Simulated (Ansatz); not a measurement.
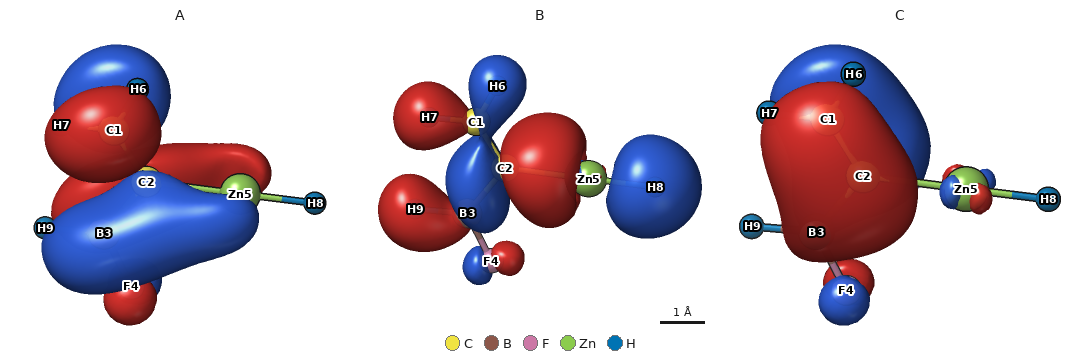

The picture shows: C2H4BFZn (SMILES C=[C]([ZnH])BF). Three frontier orbitals at ±0.08 Å⁻³ᐟ² (red and blue are the two phases), in no order.

Geometry: PBE0-D3(BJ)/def2-SVP.

Level of theory: isolated molecule in a Gaussian basis; Kohn-Sham density functional theory, functional PBE0 (Ansatz).

```xyz
9

C    -2.1810   -0.2968    1.2367
C    -1.1361    0.3714    0.7028
B    -1.2323    1.9122    0.7579
F    -0.2519    2.6636    0.2560
Zn    0.4138   -0.4953   -0.0966
H    -2.2593   -1.3923    1.2723
H    -3.0383    0.2345    1.6789
H     1.6406   -1.1924   -0.7293
H    -2.1729    2.5089    1.2441
```

Which picture is the HOMO−1, the HOMO and the LUMO?

Answer. C is the HOMO−1 (−8.39 eV). By Hirshfeld shares it lies mainly on C2 (about 40 %), C1 (about 40 %) and B3 (about 10 %); it changes sign across the molecular plane (π type); π-bonding across C1–C2. B is the HOMO (−7.46 eV). By Hirshfeld shares it lies mainly on C2 (about 30 %), Zn5 (about 20 %), H8 (about 15 %), B3 (about 10 %) and C1 (about 5 %); it is symmetric in the molecular plane (an in-plane orbital: σ, lone-pair or in-plane π type). A is the LUMO (−1.76 eV). Its weight (Hirshfeld) is mainly on C1 (about 30 %), B3 (about 25 %), C2 (about 15 %) and Zn5 (about 10 %); it changes sign across the molecular plane (π type); π-bonding across C2–B3 and C2–Zn5; π-antibonding (a node) across C1–C2.

What is the HOMO–LUMO gap?

Answer. 5.70 eV between the orbital energies.
